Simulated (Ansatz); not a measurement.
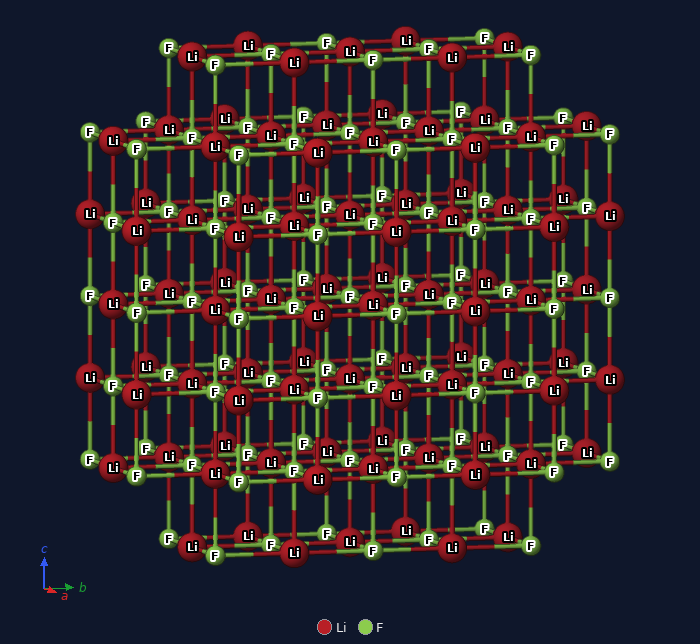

LiF (space group Fm-3m, No. 225): the input geometry of an electronic-structure calculation (not necessarily at equilibrium); the starting structure was generated, so it need not be a known form of this composition.

Bonds are taken as F–Li below 2.2 Å; no other contact counts. Atoms with one bond or none are removed and atoms with two bonds are replaced by edges, until no such atom is left.

### What kind of net remains, and which atoms are its nodes?

A uninodal 6-connected, three-periodic net: Li and F are 6-connected nodes.

### Which named net is it?

It is the pcu net, known from NaCl, ReO3 and the B-X framework of perovskite.

### Is the net interpenetrated?

It is a single net, without interpenetration.

### How many nodes does the smallest cycle have?

Four.
